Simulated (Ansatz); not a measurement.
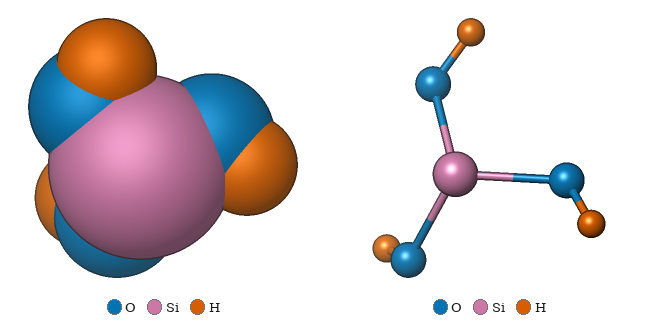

The same structure drawn twice, from different directions.

State: neutral, doublet.

Count the atoms of each element.

Answer. H₃O₃Si, 7 atoms: 3 hydrogen, 3 oxygen and 1 silicon.

Count the bonded pairs by element.

Answer. 3 O–Si, 3 O–H.

Describe its rings.

Answer. It has no ring.

More results for the same structure follow; atom numbers are the same in all pictures, views and colours differ. The geometry was computed by an optimisation with PBE0-D4/def2-TZVP.

### Geometry

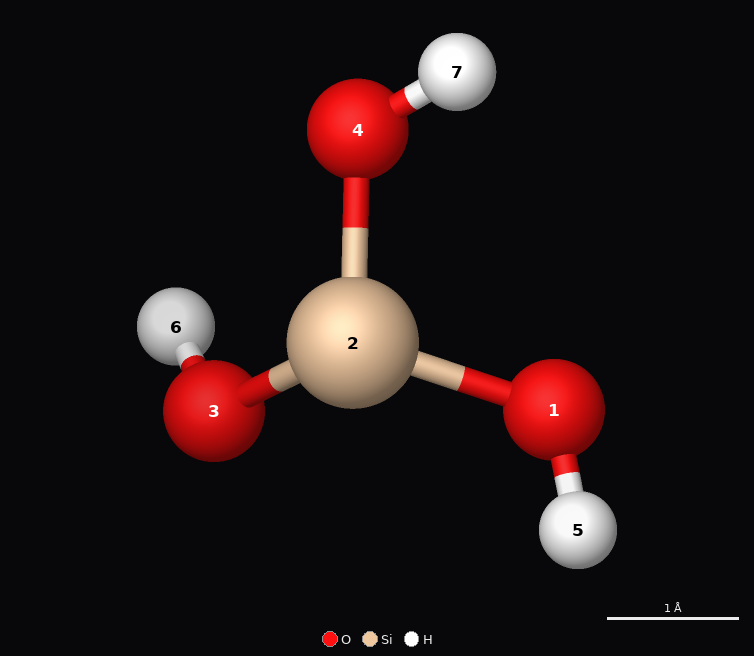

Numbered structure.

Estimate the angles Si2–O1–H5, O1–Si2–O3, O1–Si2–O4, O3–Si2–O4, Si2–O3–H6, Si2–O4–H7.

| angle | degrees |
| --- | --- |
| Si2–O1–H5 | 117.0 |
| O1–Si2–O3 | 114.2 |
| O1–Si2–O4 | 106.2 |
| O3–Si2–O4 | 106.3 |
| Si2–O3–H6 | 116.2 |
| Si2–O4–H7 | 116.5 |

### Levels of theory compared

Program: Ansatz 0.2.0.

Tabulate dipole (D), HOMO energy (eV) at these levels: B3LYP-D4/def2-TZVPP; PBE-D4/def2-TZVPP; r2SCAN-D4/def2-TZVPP; ωB97M-V/def2-TZVPP.

| level | dipole (D) | HOMO energy (eV) |
| --- | --- | --- |
| B3LYP-D4/def2-TZVPP | 0.99 | −5.67 |
| PBE-D4/def2-TZVPP | 1.00 | −4.66 |
| r2SCAN-D4/def2-TZVPP | 1.00 | −5.02 |
| ωB97M-V/def2-TZVPP | 0.98 | −7.73 |

### Charges

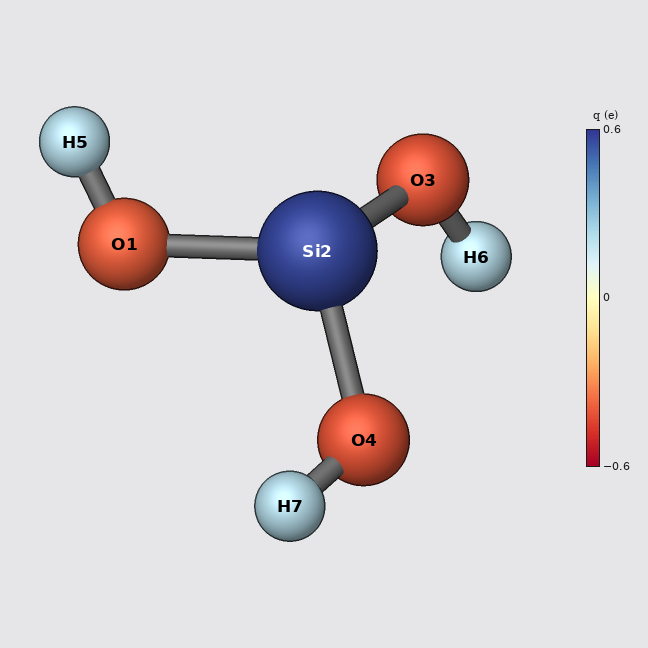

Atoms are coloured by their Mulliken charges. Level of theory: UKS r2SCAN-D4/def2-TZVPP (Ansatz 0.2.0).

Which atom carries the highest charge (most positive or least negative)?

Answer. Si2 (0.56 e).

And the lowest?

Answer. O3, O4 (−0.40 e).

Give the Mulliken charges atom by atom.

```csv
atom,value (e)
O1,−0.38
Si2,0.56
O3,−0.40
O4,−0.40
H5,0.21
H6,0.20
H7,0.21
```

### Thermal motion

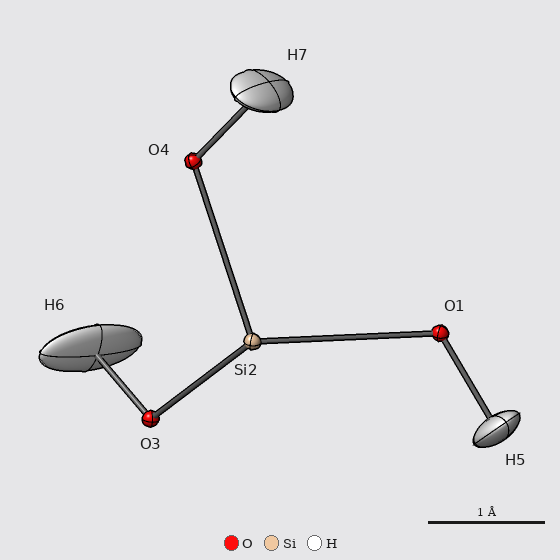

Displacement ellipsoids at the 50 % level, from the internal vibrations of the free molecule (harmonic, no overall translation or rotation; no half-axis is drawn under 0.075 Å). Vibrations computed with UKS PBE0-D4/def2-TZVP (Ansatz 0.2.0). Temperature: 0 K (zero-point motion alone).

Which atom moves most?

Answer. H6, with U_eq = 0.0542 Å².

Does H6 move more along its bond or across it?

Answer. Across it: the root-mean-square amplitude is 0.071 Å along the bond and up to 0.365 Å across, since bending and torsion are softer than stretching.

Give the displacement parameters, one line for each set of equivalent atoms.

```json
{"atom": "O1", "U_eq (Å²)": "0.0013", "rms amplitudes (Å)": "0.024, 0.038, 0.044"}
{"atom": "Si2", "U_eq (Å²)": "0.00069", "rms amplitudes (Å)": "0.024, 0.025, 0.029"}
{"atom": "O3", "U_eq (Å²)": "0.0014", "rms amplitudes (Å)": "0.025, 0.038, 0.045"}
{"atom": "O4", "U_eq (Å²)": "0.0012", "rms amplitudes (Å)": "0.025, 0.038, 0.041"}
{"atom": "H5", "U_eq (Å²)": "0.0340", "rms amplitudes (Å)": "0.074, 0.147, 0.274"}
{"atom": "H6", "U_eq (Å²)": "0.0542", "rms amplitudes (Å)": "0.070, 0.156, 0.365"}
{"atom": "H7", "U_eq (Å²)": "0.0322", "rms amplitudes (Å)": "0.074, 0.151, 0.261"}
```

### Vibrations

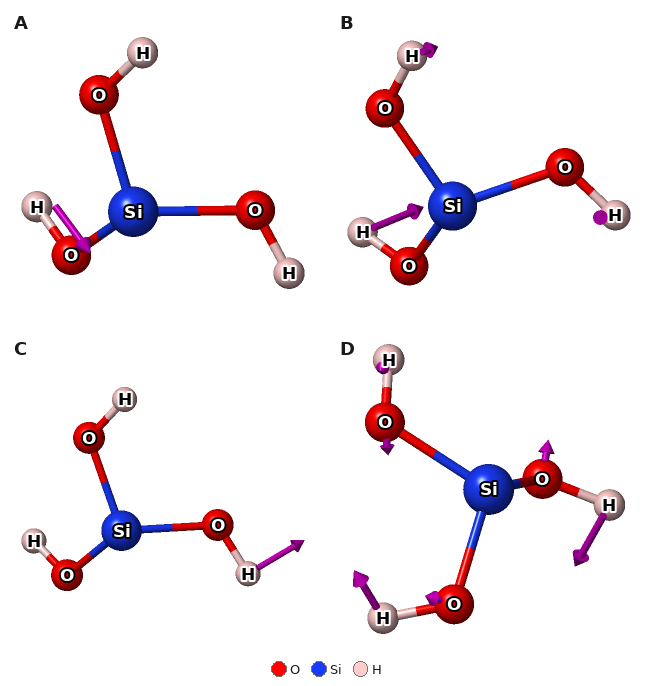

4 normal modes of one molecule or complex, as arrows. Harmonic vibrations computed with UKS PBE0-D4/def2-TZVP (Ansatz 0.2.0) at a stationary point of the same level.

Match the panels to the wavenumbers 99 cm⁻¹, 287 cm⁻¹, 805 cm⁻¹, 3874 cm⁻¹.

Answer. A: 3874 cm⁻¹, O–H stretching
B: 99 cm⁻¹, a torsion or out-of-plane motion in which bond lengths and bond angles hardly change
C: 805 cm⁻¹, H–O–Si bending
D: 287 cm⁻¹

Mulliken values depend strongly on the basis set and can even reverse the polarity of a bond.
